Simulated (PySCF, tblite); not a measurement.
# 4-fluoro-1h-pyrazole: dynamics, then NMR shifts and electronic excitations on frames, part 1 of 2

How do NMR shifts and electronic excitations of 4-fluoro-1h-pyrazole (`Fc1cn[nH]c1`) change as the atoms move?

The runs use tblite 0.8.0 and PySCF 2.14.0, with density-fitted response routines of our own; the level of theory stands in each step. All values are computed, except where a source is named. Atoms are numbered from 0 throughout.

## Step 1: The molecule as given

9 atoms, charge 0, multiplicity 1; geometry from: GFN2-xTB.

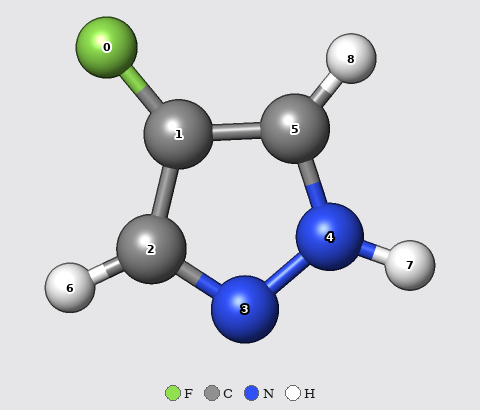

As it starts; fluorine green, carbon grey, nitrogen blue, hydrogen white, atoms numbered.

## Step 2: A short Langevin run with GFN2-xTB

The job: settings as JSON, then the geometry in Å.

```
{"job": {"kind": "md", "xc": "GFN2-xTB", "basis": "xTB", "temperature": 200, "steps": 2000, "every": 50, "frames": 5}, "charge": 0, "multiplicity": 1}
F      2.209752     0.372311     0.526024
C      0.939931     0.095600     0.207776
C      0.417831    -1.146108    -0.178940
N     -0.874167    -1.028190    -0.412369
N     -1.181644     0.241451    -0.186621
C     -0.116640     0.977893     0.195044
H      0.922991    -2.082654    -0.290109
H     -2.132142     0.553752    -0.306729
H     -0.172351     2.021938     0.420745
```

Method: GFN2-xTB Langevin dynamics, gas phase.

Command:

```sh
$ OMP_NUM_THREADS=1 python probes_run.py task.json out
```

This one command runs all jobs of the session in turn.

The program printed:

```text
t/fs     T/K      E/eV
    0.0   186.1   -503.50713
   25.0   101.0   -503.38901
   50.0   158.9   -503.37848
   75.0   187.9   -503.38247
  100.0   108.2   -503.27439
  125.0   158.1   -503.30870
  150.0   255.5   -503.39559
  175.0   174.6   -503.31343
  200.0   148.8   -503.35104
  225.0   171.3   -503.36079
  250.0   164.0   -503.29109
  275.0   131.0   -503.25397
  300.0   288.0   -503.35478
  325.0   214.8   -503.27322
  350.0   208.9   -503.28282
  375.0   230.0   -503.34354
  400.0   273.7   -503.27665
  425.0   243.9   -503.29760
  450.0   231.7   -503.30992
  475.0   174.0   -503.22776
  500.0   222.0   -503.31630
  525.0   198.2   -503.27891
  550.0   182.3   -503.35346
  575.0   137.3   -503.30159
  600.0   186.0   -503.33867
  625.0   160.3   -503.33905
  650.0   135.3   -503.26906
  675.0   137.7   -503.31559
  700.0   143.7   -503.27981
  725.0   292.8   -503.31461
  750.0   275.5   -503.31856
  775.0   328.9   -503.35431
  800.0   229.2   -503.23831
  825.0   217.3   -503.37678
  850.0   173.7   -503.29108
  875.0   170.9   -503.23116
  900.0   171.9   -503.24755
  925.0   173.5   -503.26241
  950.0   108.8   -503.32707
  975.0    86.9   -503.33783
 1000.0    97.4   -503.35481
```

Run time: 9.3 s. Hardware: 1 thread of Arm Neoverse N1, shared host.

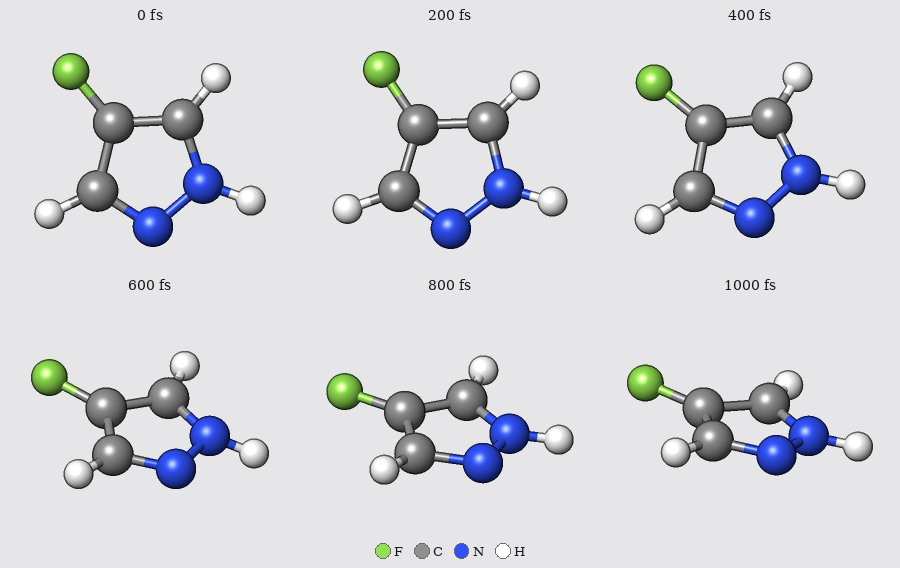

Frames of the run.

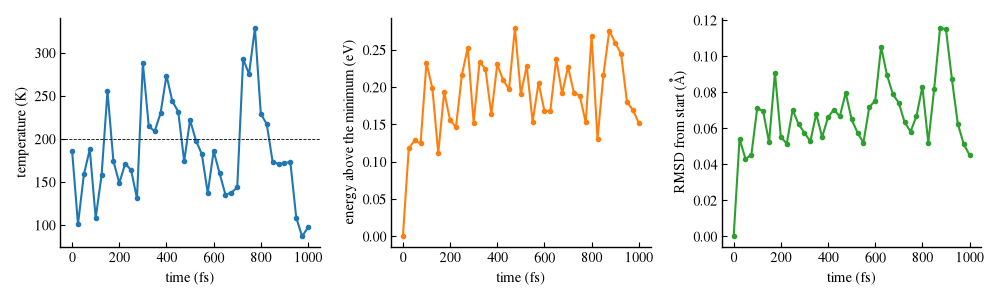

Temperature, potential energy and distance from the start.

Positions (Å) and forces (eV/Å) at 1000 fs:

```xyz
9

F     1.404   -0.497    1.325   -1.042    0.425   -0.573
C     0.312   -0.021    0.651   -0.853    0.892    1.321
C     0.069   -0.030   -0.713    1.049   -0.232   -1.534
N    -1.059    0.579   -1.027   -0.351   -0.472    0.844
N    -1.611    0.917    0.146    0.347    0.261   -0.677
C    -0.811    0.668    1.194    1.081   -1.274   -0.512
H     0.709   -0.416   -1.523   -0.500    0.277    0.747
H    -2.536    1.322    0.141    0.144    0.125    0.100
H    -1.120    0.892    2.187    0.126   -0.002    0.283
```

## Step 3: Nuclear shieldings: 250 fs, PBE0/pcSseg-1

The job: settings as JSON, then the geometry in Å.

```
{"job": {"kind": "nmr", "xc": "PBE0", "basis": "pcSseg-1", "pop": false}, "charge": 0, "multiplicity": 1}
F      2.048200    -0.044900     1.098700
C      0.920000    -0.202900     0.368300
C      0.483300    -1.361700    -0.242100
N     -0.713500    -1.176100    -0.721400
N     -1.100300     0.046300    -0.406400
C     -0.063500     0.748300     0.195600
H      0.977500    -2.260700    -0.288600
H     -2.073100     0.335500    -0.638100
H     -0.188600     1.707800     0.607400
```

Level: GIAO PBE0/pcSseg-1 NMR shielding, non-relativistic, gas phase.

The program printed:

```text
coarse grid: 8328 points
cycle   1  E = -324.9516117425  dE =  1.269e+00  |g| = 4.769e-01  |ddm| = 2.863e+00
cycle   2  E = -324.9171999938  dE =  3.441e-02  |g| = 6.674e-01  |ddm| = 9.675e-01
cycle   3  E = -324.9951055050  dE = -7.791e-02  |g| = 9.171e-02  |ddm| = 5.538e-01
cycle   4  E = -324.9964428946  dE = -1.337e-03  |g| = 4.470e-02  |ddm| = 8.396e-02
cycle   5  E = -324.9968788033  dE = -4.359e-04  |g| = 1.001e-02  |ddm| = 3.854e-02
cycle   6  E = -324.9968990657  dE = -2.026e-05  |g| = 3.569e-03  |ddm| = 1.083e-02
cycle   7  E = -324.9969016169  dE = -2.551e-06  |g| = 8.951e-04  |ddm| = 3.178e-03
final grid: 83328 points
cycle   8  E = -325.0352156860  dE = -2.780e-05  |g| = 7.329e-03  |ddm| = 2.460e-02
cycle   9  E = -325.0352047664  dE =  1.092e-05  |g| = 1.077e-02  |ddm| = 1.426e-02
cycle  10  E = -325.0352268648  dE = -2.210e-05  |g| = 1.339e-03  |ddm| = 8.619e-03
cycle  11  E = -325.0352272476  dE = -3.829e-07  |g| = 4.377e-04  |ddm| = 1.338e-03
cycle  12  E = -325.0352272856  dE = -3.800e-08  |g| = 1.301e-04  |ddm| = 3.559e-04
cycle  13  E = -325.0352272883  dE = -2.617e-09  |g| = 2.246e-05  |ddm| = 9.782e-05
cycle  14  E = -325.0352272883  dE = -8.640e-11  |g| = 1.004e-05  |ddm| = 2.090e-05
converged SCF energy = -325.0352272883

GIAO shielding tensors (ppm)
atom      isotropic    diamagn.    paramagn.     s11        s22        s33       span
  0 F      357.995     471.762    -113.767    290.691    329.075    454.219    163.528
  1 C       23.119     251.048    -227.928    -28.812     27.420     70.749     99.561
  2 C       61.498     252.844    -191.346    -13.243     54.972    142.765    156.008
  3 N      -76.385     322.213    -398.598   -347.721    -80.272    198.837    546.558
  4 N       47.763     325.381    -277.618    -72.998     83.003    133.284    206.283
  5 C       64.385     253.322    -188.937      1.959     43.911    147.284    145.326
  6 H       24.985      30.933      -5.947     23.041     24.445     27.470      4.429
  7 H       21.511      30.171      -8.660     16.215     22.367     25.952      9.737
  8 H       24.560      31.184      -6.624     22.951     24.593     26.137      3.186
```

Wall time 15 s (1 thread of Arm Neoverse N1, shared host).

Shifts follow as δ = σ(reference) − σ, with reference shieldings (ppm) from runs at the same level and on the same kind of geometry: 1H TMS 31.72, 13C TMS 186.9, 19F CFCl3 170.9, 15N NH3 267.7. The references are single molecules in the gas phase, so shifts against H2O, NH3, PH3, H3PO4 or CFCl3 are not on the usual liquid scales and can be off by tens of ppm. Each atom is listed at this fixed geometry, with no averaging over motion; a spectrum would average atoms that exchange fast.

```csv
atoms,environment,σ (ppm),δ (ppm)
C1,aromatic carbon bearing fluorine,23.1,163.8
C2,aromatic CH next to a ring nitrogen,61.5,125.4
C5,aromatic CH next to a ring nitrogen,64.4,122.5
H7,hydrogen on a pyrrole-type ring nitrogen,21.51,10.21
H8,hydrogen on an aromatic CH next to a ring nitrogen,24.56,7.16
H6,hydrogen on an aromatic CH next to a ring nitrogen,24.99,6.73
F0,aryl fluorine,358.0,-187.0
N3,pyridine-type nitrogen of an azole,-76.4,344.1
N4,pyrrole-type ring nitrogen,47.8,220.0
```

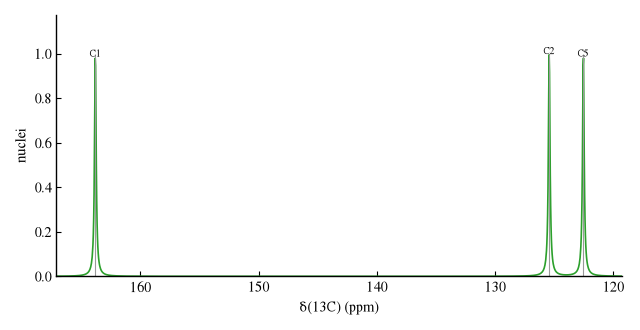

13C lines at the computed shifts, without couplings. Lines are broadened to a width of 0.17 ppm (Lorentzian).

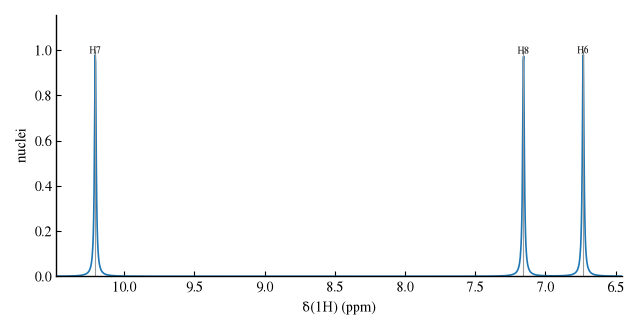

1H lines at the computed shifts, without couplings. Lines are broadened to a width of 0.01 ppm (Lorentzian).

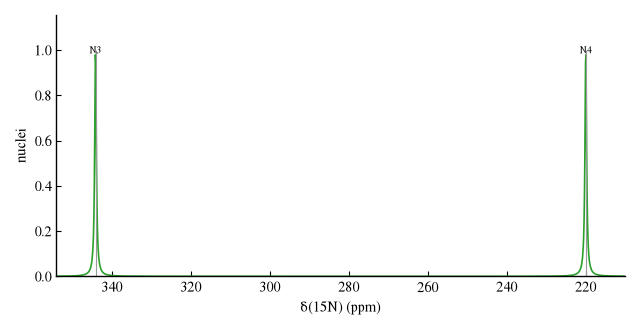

15N lines at the computed shifts, without couplings. Lines are broadened to a width of 0.50 ppm (Lorentzian).

Ring of atoms C1, C2, N3, N4, C5: NICS(0) -15.3, NICS(1) -11.7, NICS(1)zz -30.1 ppm (means of both faces).

The fields below are evaluated on a grid from the run's orbitals.

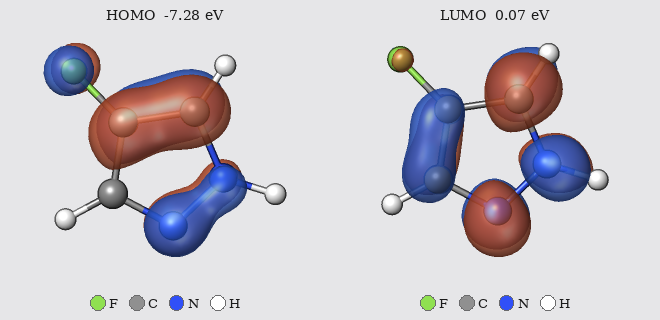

PBE0/pcSseg-1 orbitals near the gap, drawn at the value that encloses 70 % of each; the two colours are the two signs.

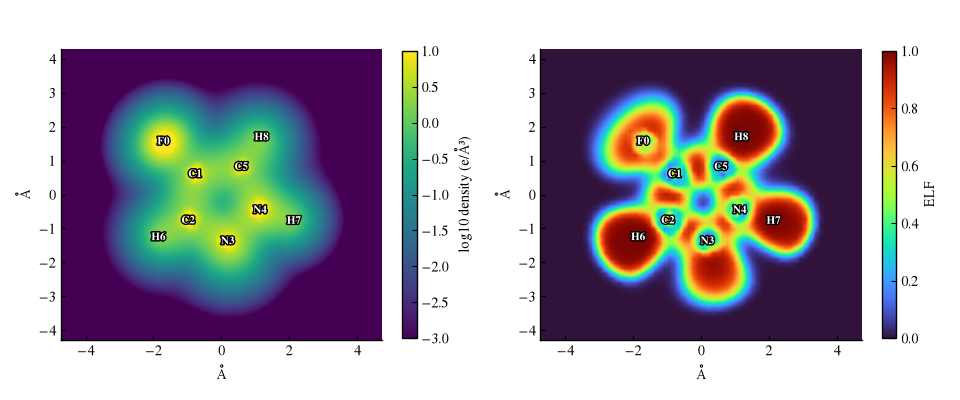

Density (left) and ELF (right) in a plane through or near 9 of the atoms.

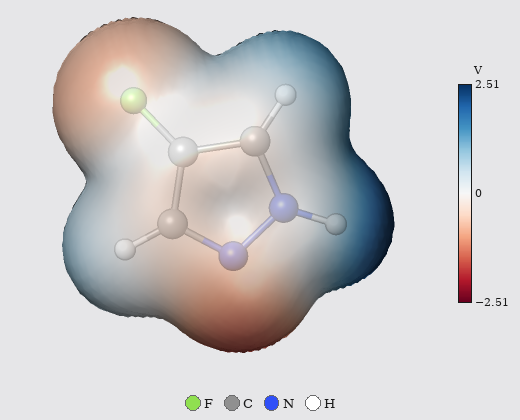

Electrostatic potential on the surface of density 0.002 e/bohr³; red is low, blue high. It runs from -1.59 V near N3 to 2.51 V near H7.

## Step 4: TDDFT and polarisability: 250 fs, PBE0/def2-SVPD

Settings changed since step 3:

```diff
@@ -1,2 +1,2 @@
-{"job": {"kind": "nmr", "xc": "PBE0", "basis": "pcSseg-1", "pop": false}, "charge": 0, "multiplicity": 1}
+{"job": {"kind": "uv", "xc": "PBE0", "basis": "def2-SVPD", "nstates": 5, "ntriplets": 0}, "charge": 0, "multiplicity": 1}
 F      2.048200    -0.044900     1.098700
```

Level: TDDFT PBE0/def2-SVPD, vertical, gas phase, core orbitals frozen in the response.

The program printed:

```text
coarse grid: 8328 points
cycle   1  E = -324.7689848877  dE =  1.217e+00  |g| = 4.469e-01  |ddm| = 5.037e+00
cycle   2  E = -324.7343458994  dE =  3.464e-02  |g| = 6.311e-01  |ddm| = 1.410e+00
cycle   3  E = -324.8100917590  dE = -7.575e-02  |g| = 9.047e-02  |ddm| = 8.903e-01
cycle   4  E = -324.8114746159  dE = -1.383e-03  |g| = 4.276e-02  |ddm| = 1.565e-01
cycle   5  E = -324.8118893522  dE = -4.147e-04  |g| = 9.264e-03  |ddm| = 7.471e-02
cycle   6  E = -324.8119069887  dE = -1.764e-05  |g| = 3.726e-03  |ddm| = 2.318e-02
cycle   7  E = -324.8119099513  dE = -2.963e-06  |g| = 8.865e-04  |ddm| = 7.656e-03
final grid: 83328 points
cycle   8  E = -324.8501235564  dE = -2.163e-05  |g| = 7.389e-03  |ddm| = 8.160e-02
cycle   9  E = -324.8501093935  dE =  1.416e-05  |g| = 1.129e-02  |ddm| = 3.012e-02
cycle  10  E = -324.8501352120  dE = -2.582e-05  |g| = 1.327e-03  |ddm| = 1.734e-02
cycle  11  E = -324.8501356227  dE = -4.107e-07  |g| = 4.161e-04  |ddm| = 2.786e-03
cycle  12  E = -324.8501356573  dE = -3.463e-08  |g| = 1.098e-04  |ddm| = 9.668e-04
cycle  13  E = -324.8501356594  dE = -2.066e-09  |g| = 2.389e-05  |ddm| = 2.229e-04
cycle  14  E = -324.8501356595  dE = -9.152e-11  |g| = 1.283e-05  |ddm| = 5.416e-05
converged SCF energy = -324.8501356595

Static polarisability (au): isotropic 46.228, principal 31.159 52.062 55.463

Singlet excitations
state   eV       nm        f      main configurations
  1   6.4758    191.5   0.06043   H->L 0.58, H-2->L 0.25, H-1->L 0.08
  2   6.5728    188.6   0.02457   H-2->L 0.70, H->L 0.19
  3   6.7066    184.9   0.00399   H->L+1 0.86
  4   7.0813    175.1   0.07918   H-1->L 0.56, H->L 0.14, H-1->L+1 0.12
  5   7.1596    173.2   0.02807   H->L+2 0.85, H-1->L+1 0.10
```

It took 20 s on 1 thread of Arm Neoverse N1, shared host.

The orbitals next to the gap, with their largest atomic shares:

```csv
orbital,eV,atoms
HOMO−3,-11.17,"F0 45 %, C5 15 %, C1 14 %"
HOMO−2,-8.47,"N3 63 %, C2 12 %, N4 10 %"
HOMO−1,-7.90,"C2 30 %, N4 27 %, N3 18 %"
HOMO,-7.34,"C5 26 %, C1 26 %, N3 18 %"
LUMO,-0.06,"N3 24 %, C5 23 %, N4 20 %"
LUMO+1,0.66,"H7 44 %, N4 16 %, C5 13 %"
LUMO+2,1.14,"C1 31 %, C5 21 %, F0 18 %"
```

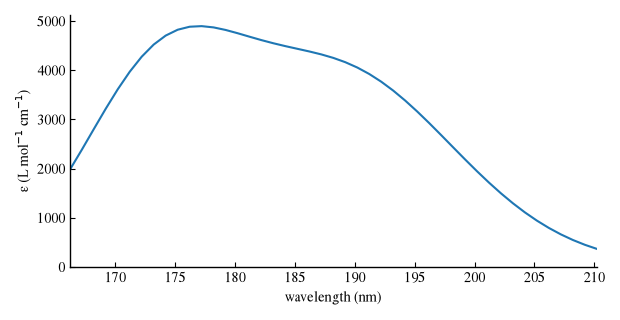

Absorption spectrum: each of the 5 states is a Gaussian band of 0.4 eV half-width at 1/e. Beyond the last state computed it falls off for lack of states.

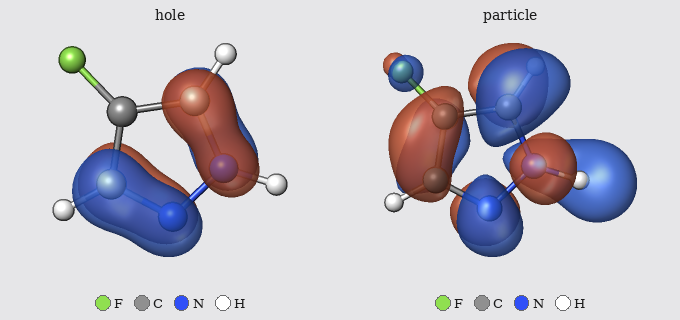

Leading natural transition orbitals of singlet state 4: the electron leaves the hole (left) for the particle orbital (right).

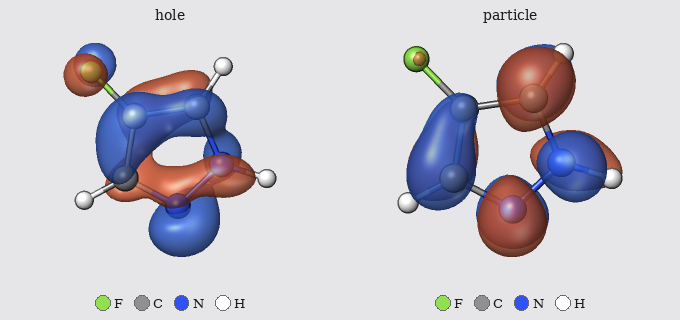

Leading natural transition orbitals of singlet state 1: the electron leaves the hole (left) for the particle orbital (right).

Further results of this job:

```csv
property,computed
dipole moment (D),2.44
polarisability (Å³),6.85
HOMO–LUMO gap (eV),7.28
−ε(HOMO) (eV),7.34
```

## Step 5: NMR shieldings: 425 fs, PBE0/pcSseg-1

The job: settings as JSON, then the geometry in Å.

```
{"job": {"kind": "nmr", "xc": "PBE0", "basis": "pcSseg-1", "pop": false}, "charge": 0, "multiplicity": 1}
F      2.188400    -0.533500     0.898300
C      0.903200    -0.492900     0.429100
C      0.488200    -1.279200    -0.725300
N     -0.764500    -0.910000    -1.009700
N     -1.065500     0.089900    -0.208300
C     -0.107700     0.403700     0.698100
H      1.019500    -1.983900    -1.316800
H     -1.910000     0.587700    -0.336600
H     -0.236300     1.208600     1.393200
```

Method: GIAO PBE0/pcSseg-1 NMR shielding, non-relativistic, gas phase.

The program printed:

```text
coarse grid: 8328 points
cycle   1  E = -324.9579702946  dE =  1.157e+00  |g| = 4.596e-01  |ddm| = 2.845e+00
cycle   2  E = -324.9275334181  dE =  3.044e-02  |g| = 6.482e-01  |ddm| = 9.155e-01
cycle   3  E = -324.9974720460  dE = -6.994e-02  |g| = 7.852e-02  |ddm| = 5.260e-01
cycle   4  E = -324.9983981833  dE = -9.261e-04  |g| = 3.970e-02  |ddm| = 7.120e-02
cycle   5  E = -324.9987414661  dE = -3.433e-04  |g| = 1.009e-02  |ddm| = 3.583e-02
cycle   6  E = -324.9987623875  dE = -2.092e-05  |g| = 3.454e-03  |ddm| = 1.037e-02
cycle   7  E = -324.9987646758  dE = -2.288e-06  |g| = 9.540e-04  |ddm| = 2.894e-03
final grid: 83328 points
cycle   8  E = -325.0367481418  dE = -2.437e-05  |g| = 6.973e-03  |ddm| = 2.365e-02
cycle   9  E = -325.0367376073  dE =  1.053e-05  |g| = 1.033e-02  |ddm| = 1.321e-02
cycle  10  E = -325.0367583252  dE = -2.072e-05  |g| = 1.400e-03  |ddm| = 8.077e-03
cycle  11  E = -325.0367587591  dE = -4.340e-07  |g| = 4.185e-04  |ddm| = 1.378e-03
cycle  12  E = -325.0367587928  dE = -3.371e-08  |g| = 1.333e-04  |ddm| = 3.436e-04
cycle  13  E = -325.0367587956  dE = -2.709e-09  |g| = 2.410e-05  |ddm| = 9.369e-05
cycle  14  E = -325.0367587956  dE = -9.049e-11  |g| = 1.183e-05  |ddm| = 2.315e-05
converged SCF energy = -325.0367587956

GIAO shielding tensors (ppm)
atom      isotropic    diamagn.    paramagn.     s11        s22        s33       span
  0 F      346.425     471.439    -125.014    274.476    327.590    437.210    162.734
  1 C       17.565     250.337    -232.772    -22.230     11.196     63.729     85.959
  2 C       44.645     254.273    -209.628    -39.640     42.761    130.814    170.455
  3 N      -80.883     321.877    -402.761   -360.230    -89.153    206.734    566.964
  4 N       61.383     324.534    -263.151    -53.533     94.551    143.132    196.666
  5 C       71.296     253.357    -182.061      4.836     52.450    156.603    151.768
  6 H       23.626      29.881      -6.256     21.650     23.253     25.975      4.324
  7 H       23.129      32.742      -9.614     17.363     24.252     27.770     10.407
  8 H       24.276      30.423      -6.147     22.417     24.911     25.500      3.083
```

Wall time 10 s (1 thread of Arm Neoverse N1, shared host).

In short: δ C1 169.4, C2 142.3, C5 115.6, F0 -175.5, H7 8.59, H6 8.09 ppm.

## Step 6: Ultraviolet spectrum: 425 fs, PBE0/def2-SVPD

Settings changed since step 5:

```diff
@@ -1,2 +1,2 @@
-{"job": {"kind": "nmr", "xc": "PBE0", "basis": "pcSseg-1", "pop": false}, "charge": 0, "multiplicity": 1}
+{"job": {"kind": "uv", "xc": "PBE0", "basis": "def2-SVPD", "nstates": 5, "ntriplets": 0}, "charge": 0, "multiplicity": 1}
 F      2.188400    -0.533500     0.898300
```

Level: TDDFT PBE0/def2-SVPD, vertical, gas phase, core orbitals frozen in the response.

The program printed:

```text
coarse grid: 8328 points
cycle   1  E = -324.7767048170  dE =  1.103e+00  |g| = 4.267e-01  |ddm| = 4.982e+00
cycle   2  E = -324.7474025038  dE =  2.930e-02  |g| = 6.035e-01  |ddm| = 1.313e+00
cycle   3  E = -324.8134999460  dE = -6.610e-02  |g| = 7.791e-02  |ddm| = 8.109e-01
cycle   4  E = -324.8144647965  dE = -9.649e-04  |g| = 3.826e-02  |ddm| = 1.370e-01
cycle   5  E = -324.8147953715  dE = -3.306e-04  |g| = 9.399e-03  |ddm| = 7.432e-02
cycle   6  E = -324.8148139908  dE = -1.862e-05  |g| = 3.610e-03  |ddm| = 2.326e-02
cycle   7  E = -324.8148166733  dE = -2.683e-06  |g| = 9.221e-04  |ddm| = 7.318e-03
final grid: 83328 points
cycle   8  E = -324.8525071524  dE = -2.027e-05  |g| = 6.758e-03  |ddm| = 6.209e-02
cycle   9  E = -324.8524951644  dE =  1.199e-05  |g| = 1.032e-02  |ddm| = 2.793e-02
cycle  10  E = -324.8525171469  dE = -2.198e-05  |g| = 1.349e-03  |ddm| = 1.591e-02
cycle  11  E = -324.8525175785  dE = -4.316e-07  |g| = 3.917e-04  |ddm| = 2.850e-03
cycle  12  E = -324.8525176088  dE = -3.031e-08  |g| = 1.157e-04  |ddm| = 9.062e-04
cycle  13  E = -324.8525176111  dE = -2.244e-09  |g| = 2.470e-05  |ddm| = 2.033e-04
cycle  14  E = -324.8525176112  dE = -1.055e-10  |g| = 1.200e-05  |ddm| = 5.740e-05
converged SCF energy = -324.8525176112

Static polarisability (au): isotropic 46.923, principal 31.584 52.658 56.528

Singlet excitations
state   eV       nm        f      main configurations
  1   6.3902    194.0   0.05957   H->L 0.82
  2   6.6450    186.6   0.00782   H-2->L 0.87, H-1->L 0.10
  3   6.7490    183.7   0.00398   H->L+1 0.83, H->L+2 0.10
  4   7.0046    177.0   0.02209   H->L+2 0.66, H->L+1 0.13, H-1->L 0.10
  5   7.1765    172.8   0.03638   H-1->L+1 0.54, H-1->L 0.24
```

Run time: 16 s. Hardware: 1 thread of Arm Neoverse N1, shared host.

This run: HOMO -7.33 eV, LUMO 0.02 eV; lowest singlet 6.39 eV.

(Continued in part 2 of 2.)
